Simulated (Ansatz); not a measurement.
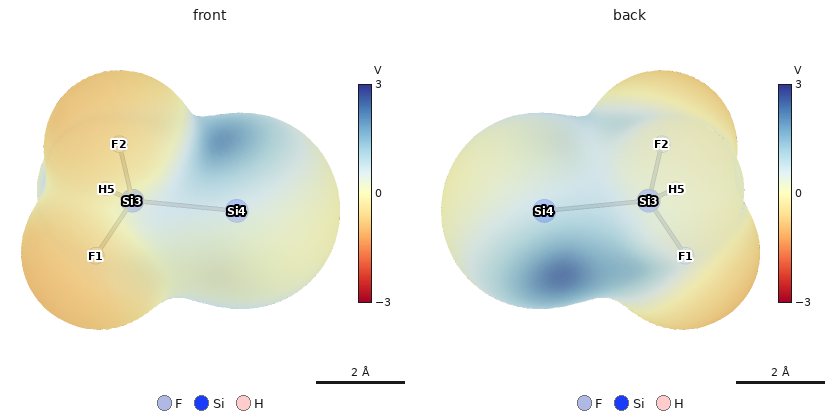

The picture shows: F2HSi2 (doublet). The electrostatic potential painted on the density surface at 0.001 e/bohr³, seen from the front and from behind; the colour scale runs from red (negative) to blue (positive).

Geometry: PBE0-D3(BJ)/def2-SVP.

Level of theory: isolated molecule in a Gaussian basis; Kohn-Sham density functional theory, functional PBE0 (Ansatz).

The calculation's input:

```
basis:
  gaussian:
    orbitals: def2-TZVPD
crystal:
  periodic: [false, false, false]
  atoms:
    - {symbol: F, position_ang: [0.910948, -1.117792, 0.409842]}
    - {symbol: F, position_ang: [1.557344, 1.410217, 0.587710]}
    - {symbol: Si, position_ang: [0.398707, 0.325030, 0.949804]}
    - {symbol: Si, position_ang: [-1.472155, 1.192028, -0.267738]}
    - {symbol: H, position_ang: [0.345577, 0.198248, 2.434643]}
magnetization:
  spin_polarized: true
  initial_magnetization: 1
hamiltonian:
  xc: pbe0
output: {forces: true, orbitals: {seedname: orbitals}}
```

Command:

```sh
ansatz run input.yaml --threads 1 --pin off --max-ram 2610MiB --events-out events.jsonl --progress --plain --runs-dir runs
```

> Which sites attract a positive test charge, and which a negative one?

A positive charge is drawn to the negative regions and a negative charge to the positive ones. The most negative region (about −0.9 V) lies over F1 and F2, the most positive (about +2.4 V) over Si4.
